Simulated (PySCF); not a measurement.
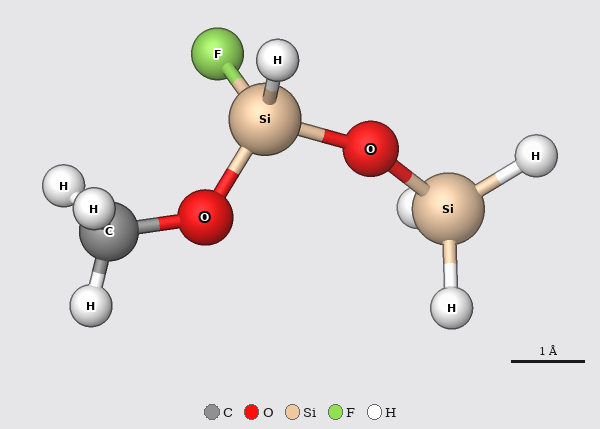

The structure as given in the input (ball-and-stick view, seen at a tilt).

**Geometry relaxation of CH7FO2Si2**

- system: CH7FO2Si2
- method: PBE0-D3(BJ)/def2-SVP geometry optimisation, gas phase (PySCF 2.14.0)

## What the program printed
```
step   0  E = -870.80503141  max force = 0.030446
step   1  E = -870.81328940  max force = 0.007969
step   2  E = -870.81371945  max force = 0.002959
step   3  E = -870.81378764  max force = 0.001781
step   4  E = -870.81389606  max force = 0.002469
step   5  E = -870.81397452  max force = 0.002817
step   6  E = -870.81406197  max force = 0.001377
step   7  E = -870.81413625  max force = 0.000945
step   8  E = -870.81420902  max force = 0.001802
step   9  E = -870.81423859  max force = 0.001363
step  10  E = -870.81425020  max force = 0.000369
optimisation converged
```

## Trajectory as extended XYZ (Å, eV, eV/Å), 11 frames, from step=0 to step=10
```
13
Properties=species:S:1:pos:R:3:forces:R:3 step=0 energy=-23695.81186
C    -2.3683   -0.7772   -0.1105   -0.6056   1.5656  -0.2250
O    -1.0497   -0.4094    0.0655    0.2174  -0.8104   0.3992
Si   -0.2861    0.9276   -0.3818    1.0835   0.4304  -0.0689
F    -0.4302    1.1440   -1.9597   -0.3920   0.0995  -0.7038
O     1.2826    0.6903   -0.0923   -0.8714   0.6335   0.0974
Si    2.6665   -0.1511   -0.0370   -0.0496  -0.2094   0.2637
H    -2.6821   -0.6099   -1.1532   -0.1285  -0.2743  -0.0977
H    -3.0142   -0.1374    0.5218   -0.1686  -0.2295  -0.0024
H    -2.5025   -1.7966    0.1746   -0.1809  -1.1526   0.2113
H    -0.6722    2.1583    0.2748   -0.4395   0.4316   0.2727
H     2.8873   -0.7719   -1.3330    0.3362  -0.4110  -0.6204
H     2.5422   -1.1627    1.0224    0.2112  -0.3742   0.2847
H     3.6324    0.8792    0.2757    0.9878   0.3009   0.1893
13
Properties=species:S:1:pos:R:3:forces:R:3 step=1 energy=-23696.03657
C    -2.6308   -0.7250   -0.1679    0.1243  -0.3383   0.1097
O    -1.2856   -0.3869    0.0459    0.0895  -0.0287   0.0186
Si   -0.4939    0.9788   -0.4035   -0.4098  -0.0883  -0.0088
F    -0.7605    1.1978   -1.9863    0.1313  -0.0098   0.0453
O     1.0872    0.7862   -0.1026    0.2772  -0.0467  -0.0033
Si    2.5264   -0.0550   -0.0326   -0.0352   0.0186  -0.0602
H    -2.9125   -0.6411   -1.2289   -0.0118   0.0344  -0.0773
H    -3.3135   -0.0991    0.4288   -0.0337   0.0853   0.0343
H    -2.7800   -1.7783    0.1446    0.0303   0.2693  -0.0842
H    -1.0209    2.1775    0.2780    0.0843   0.0358   0.0158
H     2.8057   -0.7143   -1.3453   -0.0598   0.0281   0.0493
H     2.4748   -1.0900    1.0416   -0.0631   0.0318  -0.0240
H     3.6347    0.8999    0.2722   -0.1234   0.0085  -0.0154
13
Properties=species:S:1:pos:R:3:forces:R:3 step=2 energy=-23696.04827
C    -2.6077   -0.7342   -0.1685   -0.0292  -0.0141  -0.0043
O    -1.2683   -0.3914    0.0580    0.0702  -0.0262   0.0307
Si   -0.5005    0.9852   -0.3915   -0.1025  -0.0433  -0.0329
F    -0.7416    1.1996   -1.9776    0.0046   0.0068   0.0300
O     1.0818    0.7949   -0.0985    0.1522   0.0603   0.0270
Si    2.5066   -0.0592   -0.0391   -0.0697   0.0047  -0.0191
H    -2.8769   -0.6464   -1.2350   -0.0140   0.0031  -0.0023
H    -3.2950   -0.1006    0.4198   -0.0173   0.0004  -0.0126
H    -2.7619   -1.7797    0.1406    0.0093   0.0365  -0.0095
H    -1.0083    2.1919    0.2913    0.0013  -0.0092  -0.0046
H     2.7550   -0.7292   -1.3485   -0.0005  -0.0113   0.0026
H     2.4384   -1.0801    1.0448    0.0003  -0.0117  -0.0017
H     3.6095    0.8998    0.2483   -0.0047   0.0040  -0.0033
13
Properties=species:S:1:pos:R:3:forces:R:3 step=3 energy=-23696.05013
C    -2.5993   -0.7359   -0.1724   -0.0384   0.0373  -0.0326
O    -1.2610   -0.3942    0.0673    0.0263  -0.0289   0.0276
Si   -0.5015    0.9874   -0.3793   -0.0127  -0.0204  -0.0304
F    -0.7443    1.2051   -1.9639   -0.0118   0.0059   0.0002
O     1.0848    0.8061   -0.0931    0.0349   0.0916   0.0264
Si    2.5007   -0.0594   -0.0436   -0.0301  -0.0328  -0.0051
H    -2.8583   -0.6510   -1.2421    0.0037   0.0000   0.0090
H    -3.2945   -0.0997    0.4045    0.0068  -0.0037  -0.0056
H    -2.7572   -1.7783    0.1378   -0.0020  -0.0244   0.0105
H    -1.0124    2.1909    0.3053   -0.0052  -0.0065   0.0079
H     2.7263   -0.7466   -1.3478    0.0066  -0.0101  -0.0049
H     2.4355   -1.0695    1.0508    0.0097  -0.0083  -0.0006
H     3.6123    0.8955    0.2204    0.0122   0.0003  -0.0023
13
Properties=species:S:1:pos:R:3:forces:R:3 step=4 energy=-23696.05308
C    -2.5750   -0.7408   -0.1837   -0.0285   0.0781  -0.0458
O    -1.2408   -0.3986    0.0874   -0.0300  -0.0281   0.0033
Si   -0.5043    0.9981   -0.3509    0.1109   0.0148  -0.0096
F    -0.7590    1.2270   -1.9312   -0.0274   0.0016  -0.0348
O     1.0906    0.8409   -0.0802   -0.1270   0.1184   0.0238
Si    2.4818   -0.0611   -0.0540    0.0487  -0.0959   0.0071
H    -2.8070   -0.6634   -1.2603    0.0172  -0.0091   0.0157
H    -3.2848   -0.0973    0.3673    0.0192  -0.0110   0.0085
H    -2.7420   -1.7786    0.1316   -0.0121  -0.0702   0.0262
H    -1.0272    2.1882    0.3466   -0.0087  -0.0026   0.0176
H     2.6458   -0.7959   -1.3416    0.0073   0.0022  -0.0113
H     2.4287   -1.0405    1.0695    0.0118   0.0061   0.0014
H     3.6243    0.8727    0.1435    0.0186  -0.0044  -0.0019
13
Properties=species:S:1:pos:R:3:forces:R:3 step=5 energy=-23696.05521
C    -2.5524   -0.7451   -0.1926    0.0011   0.0457  -0.0185
O    -1.2221   -0.3974    0.0979   -0.0560  -0.0081  -0.0250
Si   -0.5045    1.0131   -0.3320    0.1188   0.0173   0.0092
F    -0.7732    1.2526   -1.9085   -0.0223  -0.0002  -0.0349
O     1.0950    0.8743   -0.0711   -0.1448   0.0988   0.0191
Si    2.4624   -0.0658   -0.0613    0.0692  -0.1022   0.0045
H    -2.7666   -0.6756   -1.2732    0.0158  -0.0079   0.0112
H    -3.2725   -0.1001    0.3426    0.0181  -0.0078   0.0110
H    -2.7207   -1.7816    0.1278   -0.0130  -0.0528   0.0190
H    -1.0386    2.1888    0.3812   -0.0059   0.0005   0.0120
H     2.5723   -0.8372   -1.3337    0.0019   0.0087  -0.0096
H     2.4176   -1.0170    1.0867    0.0060   0.0119   0.0024
H     3.6343    0.8416    0.0802    0.0112  -0.0041  -0.0003
13
Properties=species:S:1:pos:R:3:forces:R:3 step=6 energy=-23696.05759
C    -2.5250   -0.7510   -0.2003    0.0347  -0.0066   0.0258
O    -1.1996   -0.3898    0.1000   -0.0535   0.0201  -0.0474
Si   -0.5020    1.0362   -0.3184    0.0547  -0.0083   0.0213
F    -0.7854    1.2875   -1.8913   -0.0056   0.0000  -0.0138
O     1.0999    0.9135   -0.0633   -0.0708   0.0495   0.0104
Si    2.4373   -0.0749   -0.0671    0.0437  -0.0622  -0.0033
H    -2.7291   -0.6898   -1.2827    0.0042  -0.0023  -0.0003
H    -3.2542   -0.1100    0.3268    0.0045  -0.0007   0.0050
H    -2.6869   -1.7883    0.1257   -0.0048  -0.0092   0.0019
H    -1.0485    2.1953    0.4129   -0.0015   0.0033  -0.0007
H     2.4874   -0.8782   -1.3238   -0.0041   0.0085  -0.0022
H     2.3946   -0.9954    1.1053   -0.0013   0.0096   0.0021
H     3.6425    0.7955    0.0201   -0.0001  -0.0017   0.0013
13
Properties=species:S:1:pos:R:3:forces:R:3 step=7 energy=-23696.05961
C    -2.4950   -0.7581   -0.2052    0.0472  -0.0392   0.0486
O    -1.1754   -0.3761    0.0937   -0.0324   0.0422  -0.0471
Si   -0.4971    1.0646   -0.3112   -0.0211  -0.0365   0.0182
F    -0.7905    1.3277   -1.8812    0.0088   0.0017   0.0085
O     1.1056    0.9534   -0.0574    0.0266   0.0031   0.0026
Si    2.4080   -0.0872   -0.0705   -0.0002  -0.0068  -0.0071
H    -2.6993   -0.7028   -1.2875   -0.0072   0.0029  -0.0077
H    -3.2328   -0.1277    0.3223   -0.0063   0.0044  -0.0023
H    -2.6410   -1.7978    0.1239    0.0006   0.0206  -0.0104
H    -1.0551    2.2086    0.4353    0.0003   0.0035  -0.0096
H     2.3978   -0.9154   -1.3119   -0.0052   0.0022   0.0042
H     2.3599   -0.9782    1.1237   -0.0047   0.0019   0.0014
H     3.6460    0.7397   -0.0301   -0.0064   0.0001   0.0007
13
Properties=species:S:1:pos:R:3:forces:R:3 step=8 energy=-23696.06159
C    -2.4539   -0.7669   -0.2100    0.0350  -0.0434   0.0441
O    -1.1425   -0.3557    0.0817   -0.0069   0.0503  -0.0292
Si   -0.4888    1.1021   -0.3043   -0.0707  -0.0449   0.0055
F    -0.7911    1.3816   -1.8702    0.0161   0.0030   0.0204
O     1.1155    1.0032   -0.0523    0.0926  -0.0373  -0.0050
Si    2.3662   -0.1045   -0.0736   -0.0308   0.0387  -0.0049
H    -2.6649   -0.7152   -1.2912   -0.0123   0.0054  -0.0080
H    -3.2026   -0.1541    0.3227   -0.0106   0.0057  -0.0055
H    -2.5752   -1.8103    0.1185    0.0033   0.0296  -0.0132
H    -1.0605    2.2284    0.4586   -0.0007   0.0018  -0.0113
H     2.2747   -0.9633   -1.2903   -0.0026  -0.0047   0.0072
H     2.3110   -0.9557    1.1486   -0.0053  -0.0052   0.0010
H     3.6433    0.6610   -0.0942   -0.0071   0.0008  -0.0011
13
Properties=species:S:1:pos:R:3:forces:R:3 step=9 energy=-23696.06240
C    -2.4404   -0.7682   -0.2094    0.0142  -0.0247   0.0226
O    -1.1316   -0.3445    0.0722    0.0028   0.0354  -0.0109
Si   -0.4840    1.1173   -0.3059   -0.0538  -0.0337  -0.0016
F    -0.7849    1.4043   -1.8706    0.0141   0.0029   0.0149
O     1.1212    1.0180   -0.0532    0.0701  -0.0350  -0.0089
Si    2.3505   -0.1141   -0.0734   -0.0320   0.0394   0.0004
H    -2.6625   -0.7132   -1.2884   -0.0075   0.0049  -0.0035
H    -3.1914   -0.1664    0.3327   -0.0055   0.0043  -0.0028
H    -2.5478   -1.8144    0.1140    0.0027   0.0188  -0.0075
H    -1.0593    2.2391    0.4606    0.0008   0.0003  -0.0062
H     2.2304   -0.9846   -1.2791    0.0001  -0.0072   0.0043
H     2.2899   -0.9498    1.1592   -0.0028  -0.0058   0.0005
H     3.6410    0.6271   -0.1147   -0.0033   0.0005  -0.0012
13
Properties=species:S:1:pos:R:3:forces:R:3 step=10 energy=-23696.06271
C    -2.4450   -0.7630   -0.2038   -0.0190   0.0114  -0.0123
O    -1.1348   -0.3358    0.0596    0.0112  -0.0012   0.0116
Si   -0.4798    1.1212   -0.3165    0.0025  -0.0070  -0.0049
F    -0.7695    1.4125   -1.8819    0.0050   0.0002  -0.0008
O     1.1251    1.0111   -0.0589    0.0028  -0.0006  -0.0112
Si    2.3501   -0.1233   -0.0706   -0.0169   0.0130   0.0077
H    -2.6877   -0.6961   -1.2781    0.0023   0.0017   0.0033
H    -3.1902   -0.1713    0.3574    0.0037   0.0007   0.0028
H    -2.5415   -1.8130    0.1080    0.0001  -0.0047   0.0031
H    -1.0517    2.2475    0.4459    0.0024  -0.0014   0.0028
H     2.2336   -0.9978   -1.2734    0.0014  -0.0073  -0.0008
H     2.2804   -0.9564    1.1636    0.0013  -0.0034  -0.0003
H     3.6422    0.6149   -0.1074    0.0031  -0.0015  -0.0009
```

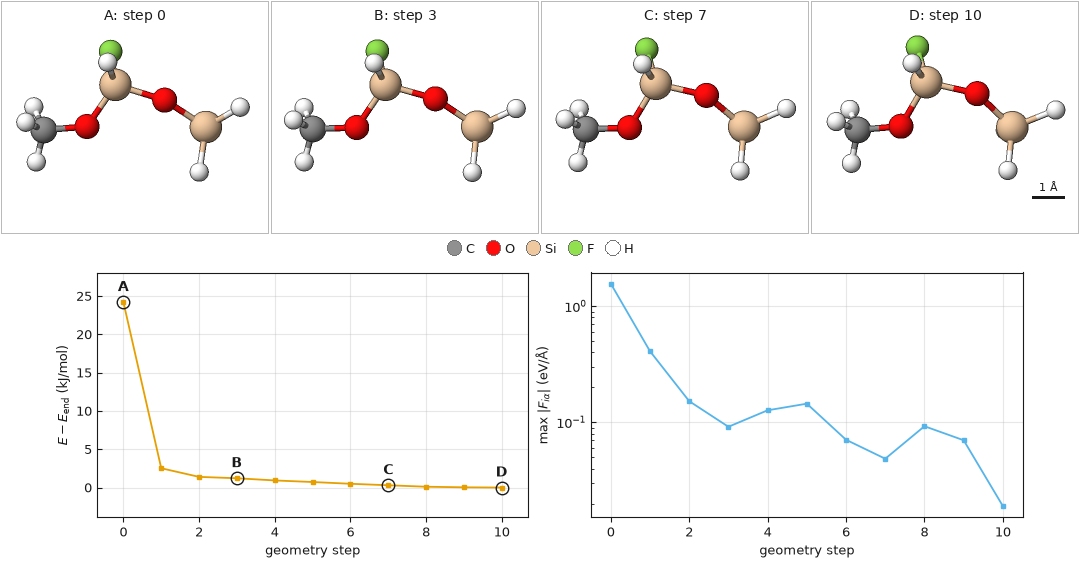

Frames of the relaxation (ball-and-stick view, seen at a tilt) above the curves, on which the letters mark them (steps are counted from 0).

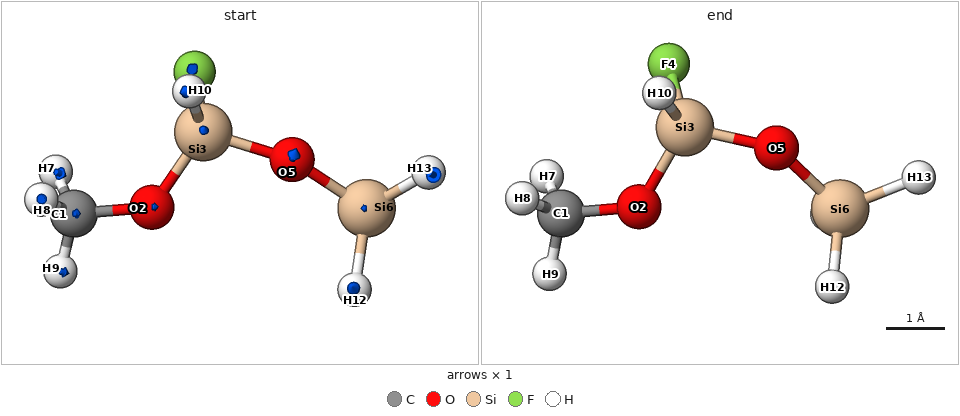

Before (left) and after (right) the relaxation, at one scale (ball-and-stick view, seen at a tilt). The blue arrows give the displacements, at true length. After 10 geometry steps the energy has fallen by 24.2 kJ/mol. The largest force component goes from 1.6 to 0.019 eV/Å. The largest move after the best rigid fit is that of H11, 0.53 Å. Largest moves by element: H 0.53 Å, O 0.29 Å, F 0.25 Å, Si 0.17 Å, C 0.15 Å. Among the contacts that change: O5–Si6 1.621 → 1.670 Å, Si6–H11 1.454 → 1.492 Å, O2–Si3 1.603 → 1.641 Å, C1–H9 1.067 → 1.099 Å. Among the angles that change: Si3–O5–Si6 156.0° → 140.1°, O5–Si6–H13 102.0° → 107.5°, H11–Si6–H13 113.3° → 109.8°. (Atoms are counted from 1 in the order of the input.)

The run was set up as follows.

## Input file
```
{"job": {"xc": "PBE0", "basis": "def2-SVP", "d3": "d3bj", "grid": 1, "shake": 0.01, "kind": "geom"}, "charge": 0, "multiplicity": 1}
C     -2.368280    -0.777210    -0.110540
O     -1.049680    -0.409360     0.065510
Si    -0.286060     0.927590    -0.381780
F     -0.430230     1.143960    -1.959710
O      1.282570     0.690260    -0.092330
Si     2.666520    -0.151100    -0.036980
H     -2.682080    -0.609920    -1.153170
H     -3.014230    -0.137420     0.521780
H     -2.502460    -1.796620     0.174650
H     -0.672220     2.158310     0.274780
H      2.887340    -0.771850    -1.333030
H      2.542160    -1.162750     1.022350
H      3.632450     0.879210     0.275650
```

The first line tells a small driver script what to run in PySCF; the rest is the geometry in Å.

Launched with:
```bash
OMP_NUM_THREADS=1 python <driver script> task.json out
```

## Summary

- outcome: converged
- total energy: −870.814250 hartree
- dipole moment: 1.49 D
- point group: C1
- hardware: 1 CPU thread, shared host
- wall time: 61 s
- peak memory: 0.53 GiB
